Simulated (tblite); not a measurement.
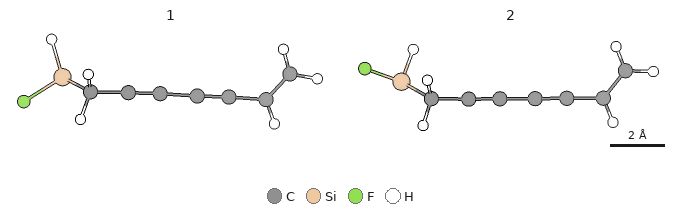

Two geometries of C$_{7}$H$_{6}$FSi (multiplicity 2), drawn at one scale. One is the start of a relaxation, the other its converged end. A ball-and-stick model, seen face on.

Level of theory: GFN2-xTB geometry optimisation, gas phase in tblite. 

Which of the two is the end point?

Answer. Structure 2 is the relaxed one. The largest move after the best rigid fit is that of the F atom, 1.40 Å. Largest moves by element: F 1.40 Å, H 1.15 Å, C 0.26 Å, Si 0.17 Å. Near-neighbour distances that change, for instance: C–C 1.423 → 1.352 Å, F–Si 1.701 → 1.632 Å, C–Si 1.849 → 1.919 Å, C–H 1.120 → 1.094 Å. Bond angles that change, for instance: Si–C–H 114.6° → 107.0°, Si–C–H 105.5° → 111.2°, C–C–H 117.2° → 121.6°. Groups turn about C–Si by about 55°. The energy falls by 0.379 eV in 113 geometry steps. The run took 0.71 s on 1 thread of Arm Neoverse V2 (shared host).
